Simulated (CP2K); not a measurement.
**SiH2Cl2O (SMILES O[SiH](Cl)Cl) at GFN0-xTB**

What is the energy difference between two shapes of SiH2Cl2O at GFN0-xTB? 

The results are computed with CP2K 2026.2.

4 further runs of the same task are left out: 1 that didn't finish, 3 set aside as unsound or not needed.

### 1 Starting point

SiH2Cl2O: 6 atoms, total charge 0, spin state singlet. As SMILES, `O[SiH](Cl)Cl`. The coordinates come from a GFN2-xTB relaxation. This is one conformer, not always the lowest.

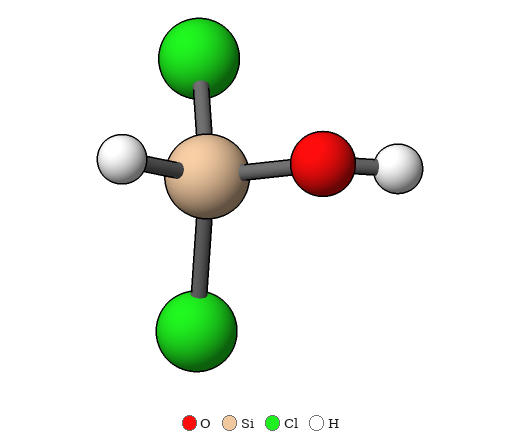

Viewed from a chosen angle; oxygen red, silicon light orange, chlorine green, hydrogen white.

### 2 Energy and gradient at GFN0-xTB

File job.inp:

```
&FORCE_EVAL
 METHOD QUICKSTEP
 &DFT
  &QS
   METHOD XTB
   EPS_DEFAULT 1.0E-10
   &XTB
    GFN_TYPE 0
    CHECK_ATOMIC_CHARGES F
   &END
  &END
  &POISSON
   PERIODIC NONE
   POISSON_SOLVER ANALYTIC
  &END
  &SCF
   SCF_GUESS ATOMIC
   EPS_SCF 1.0E-07
   MAX_SCF 150
   ADDED_MOS 4
   &DIAGONALIZATION
    ALGORITHM STANDARD
   &END
   &MIXING
    METHOD DIRECT_P_MIXING
    ALPHA 0.4
   &END
   &SMEAR ON
    METHOD FERMI_DIRAC
    ELECTRONIC_TEMPERATURE [K] 300
   &END
  &END
  &PRINT
   &MOMENTS
    PERIODIC F
    REFERENCE COM
    MAX_MOMENT 1
   &END
   &MO ON
    ENERGIES T
    OCCUPATION_NUMBERS T
    NDIGITS 6
    &EACH
     QS_SCF 0
    &END
    ADD_LAST NUMERIC
   &END
   &HIRSHFELD OFF
   &END
  &END
 &END
 &SUBSYS
  &CELL
   ABC 12.8 13.3 12.7
   PERIODIC NONE
  &END
  &COORD
   O      7.301720     7.979165     5.798160
   Si     6.972560     6.583205     6.537990
   Cl     7.485410     5.021555     5.373800
   Cl     5.009560     6.451005     6.971960
   H      6.919870     8.278445     4.975410
   H      7.790440     6.672055     7.724590
  &END
 &END
 &PRINT
  &FORCES ON
  &END
 &END
&END
&GLOBAL
 PROJECT job
 RUN_TYPE ENERGY_FORCE
 PRINT_LEVEL MEDIUM
&END
```

On the command line:

```
$ OMP_NUM_THREADS=1 cp2k.psmp job.inp > job.out
```

What it wrote:

```text
CP2K| version string:                                       CP2K version 2026.2
[...]
 GLOBAL| Method name                                                        CP2K
[...]
 GLOBAL| Run type                                                   ENERGY_FORCE
[...]
                             - Atoms:                                          6
[...]
                             - Spherical basis functions:                     35
[...]
 Number of electrons:                                                         26
[...]
  Fermi energy:                                                -0.24177301527678
[...]
 TB_DIPOLE| Moment [Debye]          0.94932712       1.38699803       0.25311016
 TB_DIPOLE| Derivative [a.u.]       0.00000000       0.00000000       0.00000000
[...]
 ENERGY| Total FORCE_EVAL ( QS ) energy [hartree]            -14.836432200922482
 FORCES| Atomic forces [hartree/bohr]
 FORCES|   Atom     x               y               z               |f|
 FORCES|      1  3.26479970E-03  2.73981292E-03  2.47614536E-03   4.92917719E-03
 FORCES|      2  6.67840241E-03  1.35657351E-02 -1.30280269E-03   1.51765451E-02
 FORCES|      3  4.61058772E-03 -9.41762468E-03 -4.93298475E-03   1.15880763E-02
 FORCES|      4 -1.03162039E-02 -6.73799720E-04  4.77989468E-03   1.13897086E-02
 FORCES|      5 -1.44382112E-03 -4.26512384E-03  1.59286969E-03   4.77630973E-03
 FORCES|      6 -2.79376486E-03 -1.94899975E-03 -2.61312230E-03   4.29326569E-03
 FORCES| Sum    -3.85975973E-17 -1.10805462E-16  1.83447008E-16
 FORCES| Total atomic force                                       2.17762323E-16
[...]
```

Wall time 1.2 s (1 thread of Intel Xeon Platinum 8259CL at 2.50GHz (Skylake/Cascade Lake), shared host); peak memory 0.19 GiB.

### 3 The distorted shape

File calc.inp:

```
&global
   project calc
   run_type ENERGY_FORCE
   print_level MEDIUM
&end global
&force_eval
   method QUICKSTEP
   &dft
      charge 0
      multiplicity 1
      &qs
         method XTB
         eps_default 1.0E-10
         &xtb
            gfn_type 0
            check_atomic_charges F
         &end xtb
      &end qs
      &poisson
         periodic NONE
         poisson_solver ANALYTIC
      &end poisson
      &scf
         scf_guess ATOMIC
         eps_scf 1.0E-07
         max_scf 150
         added_mos 4
         &diagonalization
            algorithm STANDARD
         &end diagonalization
         &mixing
            method DIRECT_P_MIXING
            alpha 0.4
         &end mixing
         &smear ON
            method FERMI_DIRAC
            electronic_temperature [K] 300
         &end smear
      &end scf
      &print
         &moments
            periodic F
            reference COM
            max_moment 1
         &end moments
         &mo ON
            energies T
            occupation_numbers T
            ndigits 6
            &each
               qs_scf 0
            &end each
            add_last NUMERIC
         &end mo
         &hirshfeld OFF
         &end hirshfeld
      &end print
   &end dft
   &subsys
      &cell
         abc [angstrom] 12.8 13.2 12.7
         periodic NONE
      &end cell
      &coord
         O      7.387644     7.892425     5.921442
         Si     6.957906     6.554550     6.546094
         Cl     7.464249     4.977474     5.401184
         Cl     4.979250     6.491766     7.018026
         H      6.934980     8.222526     5.000899
         H      7.820750     6.687757     7.699100
      &end coord
   &end subsys
   &print
      &forces ON
      &end forces
   &end print
&end force_eval
```

On the command line:

```
$ OMP_NUM_THREADS=1 cp2k.psmp -i calc.inp -o calc.out
```

What it wrote:

```text
CP2K| version string:                                       CP2K version 2026.2
[...]
 GLOBAL| Method name                                                        CP2K
[...]
 GLOBAL| Run type                                                   ENERGY_FORCE
[...]
                             - Atoms:                                          6
[...]
                             - Spherical basis functions:                     35
[...]
 Number of electrons:                                                         26
[...]
  Fermi energy:                                                -0.23642408104752
[...]
 TB_DIPOLE| Moment [Debye]          1.03248005       1.73631919      -0.19773921
 TB_DIPOLE| Derivative [a.u.]       0.00000000       0.00000000       0.00000000
[...]
 ENERGY| Total FORCE_EVAL ( QS ) energy [hartree]            -14.825413444525770
 FORCES| Atomic forces [hartree/bohr]
 FORCES|   Atom     x               y               z               |f|
 FORCES|      1 -1.42392947E-02  5.44876990E-02 -6.73023365E-02   8.77568878E-02
 FORCES|      2 -2.61048663E-03 -1.74849289E-02  2.02788764E-02   2.69029776E-02
 FORCES|      3  2.56742609E-03 -1.06733018E-02 -5.16806129E-03   1.21334210E-02
 FORCES|      4 -4.38642522E-03 -1.22691571E-03  2.73137805E-03   5.31097678E-03
 FORCES|      5  2.25942327E-02 -1.75672858E-02  4.66106044E-02   5.46960449E-02
 FORCES|      6 -3.92545229E-03 -7.53526685E-03  2.84953895E-03   8.96154532E-03
 FORCES| Sum     1.56125113E-16 -1.73472348E-18  3.72965547E-17
 FORCES| Total atomic force                                       1.60527546E-16
[...]
```

Run time: 1.2 s. Hardware: 1 thread of Intel Xeon Platinum 8259CL at 2.50GHz (Skylake/Cascade Lake), shared host; peak memory 0.19 GiB.

### 4 Results

At GFN0-xTB:

| quantity | value |
| --- | --- |
| first shape: total energy | -14.83643 Eh |
| first shape: dipole moment (from atomic charges alone) | 1.70 D |
| first shape: HOMO energy | -11.75 eV |
| first shape: LUMO energy | -5.68 eV |
| first shape: HOMO–LUMO gap | 6.06 eV |
| first shape: dispersion energy | -4.47 kJ/mol |
| first shape: largest force on an atom | 0.780 eV/Å |
| distorted shape: total energy | -14.82541 Eh |
| distorted shape: dipole moment (from atomic charges alone) | 2.03 D |
| distorted shape: HOMO energy | -11.77 eV |
| distorted shape: LUMO energy | -5.54 eV |
| distorted shape: HOMO–LUMO gap | 6.23 eV |
| distorted shape: dispersion energy | -4.44 kJ/mol |
| distorted shape: largest force on an atom | 4.513 eV/Å |
| energy change with the atoms displaced | 0.300 eV |

What this shows: With the atoms displaced the energy rises by 0.30 eV (6.9 kcal/mol). The first shape isn't relaxed at this level, so the change isn't measured from a minimum. The largest force (first shape) is 0.78 eV/Å: the shape isn't a stationary point for this species at this level. The dipole (first shape) comes from point charges on the atoms alone, without atomic dipoles, so it is partial. The dipole (distorted shape) comes from point charges on the atoms alone, without atomic dipoles, so it is partial.
